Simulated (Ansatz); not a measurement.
As, as given below.

```xyz
6
Lattice="3.7509 0.0000 0.0000 -1.8754 3.2483 0.0000 0.0000 0.0000 10.8825" Properties=species:S:1:pos:R:3 pbc="T T T"
As    0.0000    2.1656    9.7057
As    0.0000    0.0000    8.4318
As    0.0000    0.0000    2.4507
As    1.8754    1.0828    1.1768
As    1.8754    1.0828    6.0782
As    0.0000    2.1656    4.8043
```

It is based on the input geometry of an electronic-structure calculation (not necessarily at equilibrium).

### Predict the first 4 clear peaks of the neutron G(r) with σ = 0.08 Å, and name the atom pairs.

1. 2.51 Å: As–As at 2.51 Å
2. 3.20 Å: As–As at 3.20 Å
3. 3.75 Å: As–As at 3.75 Å
4. 4.22 Å: As–As at 4.22 Å

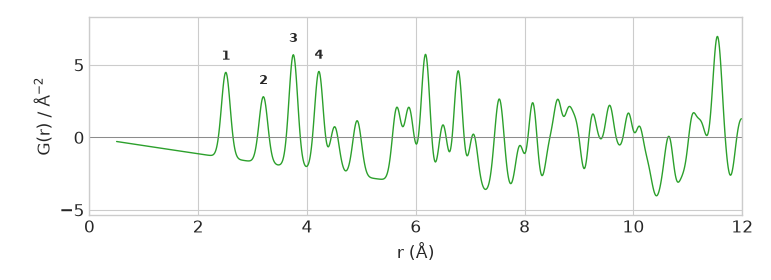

The curve is a calculated neutron PDF: distances of the static structure, each pair weighted by the product of the tabulated coherent neutron scattering lengths (natural isotope mix where the element has one), broadened by Gaussians with σ = 0.08 Å, damped by exp(−(Q_damp r)²/2) with Q_damp = 0.060 Å⁻¹.
